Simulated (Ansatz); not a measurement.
## A computed series for Al2Cu: response to strain

Take Al₂Cu (space group I4/mcm, No. 140; a = 6.0596 Å, c = 4.8745 Å) as the base. Axes: x, y, z lie along a, b, c of the conventional cell.

Strains are applied to the cell and any free atomic positions relax; under biaxial strain the out-of-plane vector relaxes too.

All numbers come from Ansatz (a program for electronic structure), PBE, PAW, cutoff 420 eV, no SOC.

Notes on the quantities. pressure: mean of the normal stresses, compression positive.

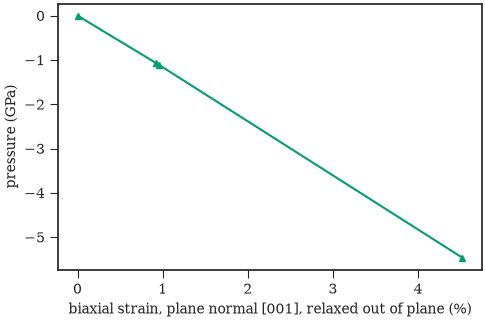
Figure. Pressure against biaxial strain, plane normal [001], relaxed out of plane

```tsv
biaxial strain, plane normal [001], relaxed out of plane (%)	pressure
0.92	-1.1 GPa
0.96	-1.1 GPa
4.52	-5.5 GPa
```

A biaxial case was relaxed in a doubled cell and then solved in the primitive one. Without a gap, meshes like the base's 12×12×12 leave anisotropic stresses uncertain by several tenths of a GPa, and small strain energies with them. No phonon test of stability was made. The final runs are not spin-polarised.
